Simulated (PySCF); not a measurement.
# C$_{3}$H$_{7}$FSi$_{2}$: what the fields show

```tsv
atom	x (Å)	y (Å)	z (Å)
C	2.8793	0.4827	0.5693
C	1.9793	-0.0314	-0.0399
Si	0.6007	-0.8200	-0.9926
C	-0.9572	0.2580	-0.7636
Si	-1.6125	0.3530	1.0067
F	-1.8872	-1.1608	1.4946
H	3.6684	0.9304	1.1031
H	0.9840	-0.8332	-2.4131
H	0.3865	-2.1822	-0.4969
H	-1.7425	-0.1328	-1.4128
H	-0.7449	1.2664	-1.1189
H	-0.6382	0.8777	1.9506
H	-2.9201	0.9926	1.0957
```

Geometry: GFN2-xTB.

The calculation used PBE0/pcSseg-1, SCF density, gas phase, non-relativistic (PySCF 2.14.0).

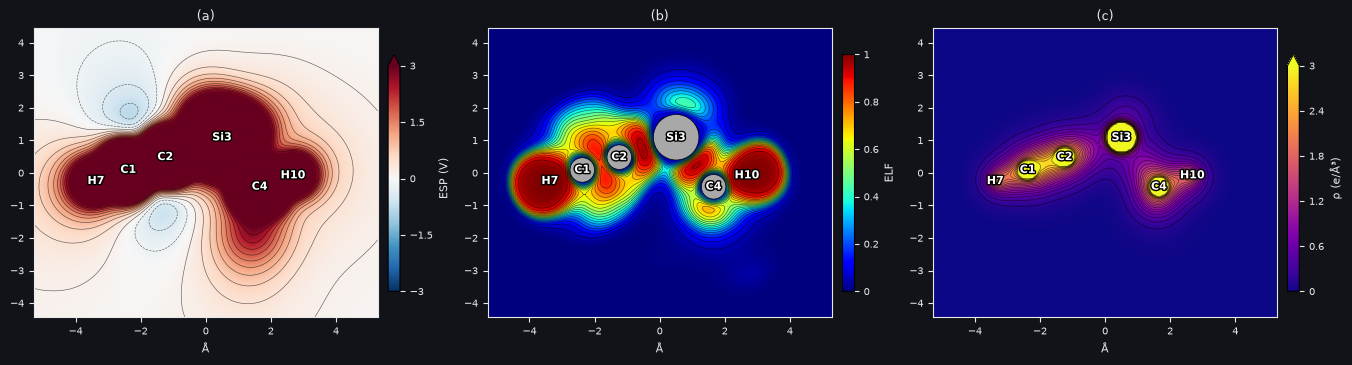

Figure 1. (a) molecular electrostatic potential; (b) electron localisation function; (c) total electron density on the plane of atoms C2, Si3 and C4. Grey discs cover the atomic cores in the ELF map.

> Interpret the plot.

- The section cuts through C, Si and H sites.
- C–C (1.20 Å): the density is about 2.8 e/Å³ at the midpoint; the ELF peaks at about 0.85 between the atoms (a multiple bond).
- C–Si (1.85 Å): the density is about 0.92 e/Å³ at the midpoint; the ELF peaks at about 0.95 between the atoms: localised, covalent bonding.
- C–H (1.05 Å): ρ at the midpoint is about 2.1 e/Å³; the ELF climbs to about 1 towards the hydrogen, as it does in any bond to H; an ordinary covalent bond to hydrogen.
- C–Si (1.91 Å): the density is about 0.88 e/Å³ at the midpoint; the ELF peaks at about 0.95 between the atoms, as expected for a shared electron pair.
- Outside the dense part of the molecule the potential is most negative (−0.8 V) near C2.

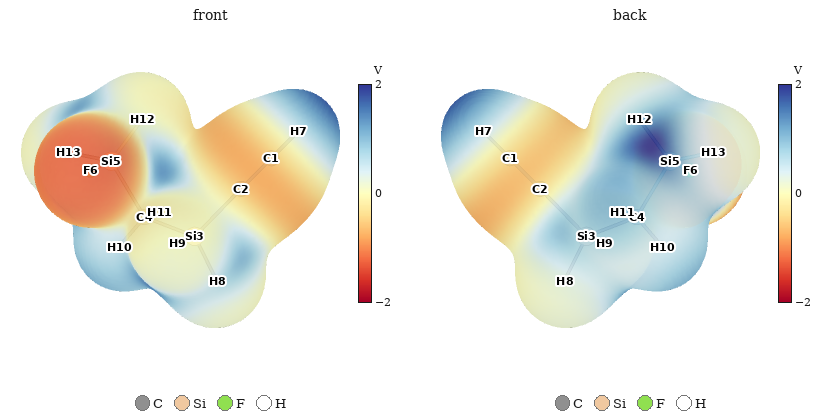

Figure 2. The molecular electrostatic potential painted on the density surface at 0.002 e/bohr³, seen from the front and from behind; red is negative and blue positive.

> Which sites attract a positive test charge, and which a negative one?

A positive charge is drawn to the negative regions and a negative charge to the positive ones. The most negative region (about −1.2 V) lies over F6, the most positive (about +1.8 V) over Si5.

> How polar is the molecule by this calculation?

Its dipole moment is 2.02 D.
